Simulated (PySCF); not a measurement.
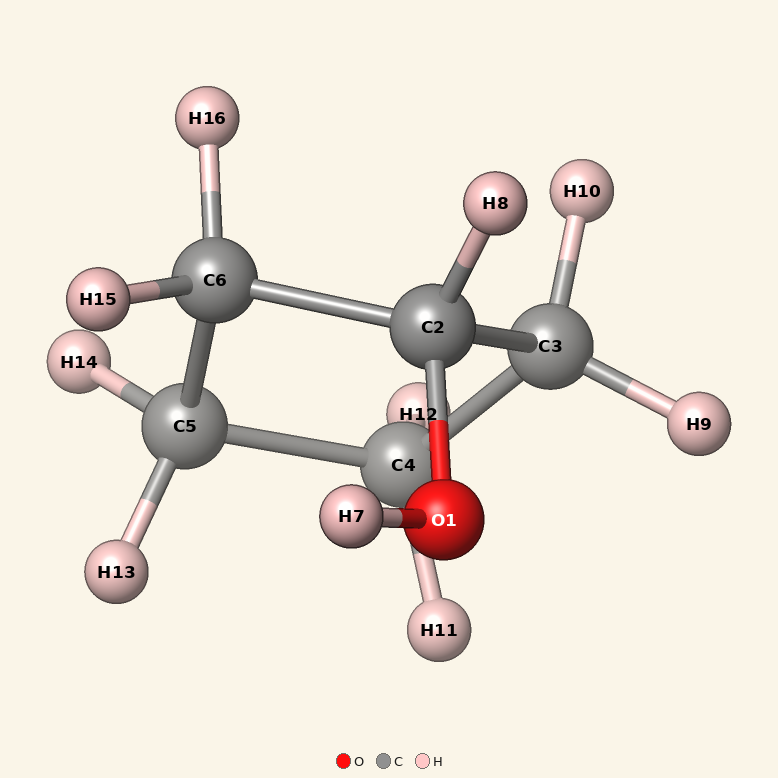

Atoms fade into the background with distance from the viewer. The computed structure is the end point of a PBE0-D3(BJ)/def2-SVP optimisation. No frequency run is at hand to confirm it as a minimum.

**What is the conformation of the ring C2–C3–C4–C5–C6?**

It is an envelope, with C2 as the flap. The Cremer–Pople amplitude Q is 0.42 Å.

**Give the torsion angles round the ring, beginning with the bond from its second to its third atom.**

24°, 2°, −27°, 42°, −40°.
